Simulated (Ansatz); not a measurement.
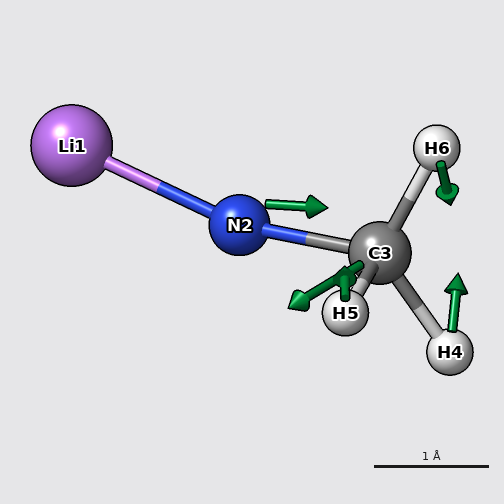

Arrows show the forces on the atoms, 0.4 Å of arrow for 1 eV/Å; forces under a tenth of the largest aren't drawn. Charge 0, doublet. Level of theory: ωB97M-V/def2-TZVPP (Ansatz 0.2.0).

### On which atom is the force largest, and how large is it?

On C3: 2.45 eV/Å.

### Along which bond is the force strongest?

C3–H5, now 1.157 Å: the forces pull its atoms together, so a first step downhill shortens it.

List the force components in the frame of the picture (x right, y up, z towards the viewer), in eV/Å.

```json
{"atom": "Li1", "Fx": "−0.11", "Fy": "−0.04", "Fz": "−0.13"}
{"atom": "N2", "Fx": "1.38", "Fy": "−0.09", "Fz": "0.59"}
{"atom": "C3", "Fx": "−1.62", "Fy": "−0.98", "Fz": "1.56"}
{"atom": "H4", "Fx": "0.14", "Fy": "1.31", "Fz": "−0.35"}
{"atom": "H5", "Fx": "−0.01", "Fy": "0.73", "Fz": "−0.81"}
{"atom": "H6", "Fx": "0.23", "Fy": "−0.94", "Fz": "−0.86"}
```
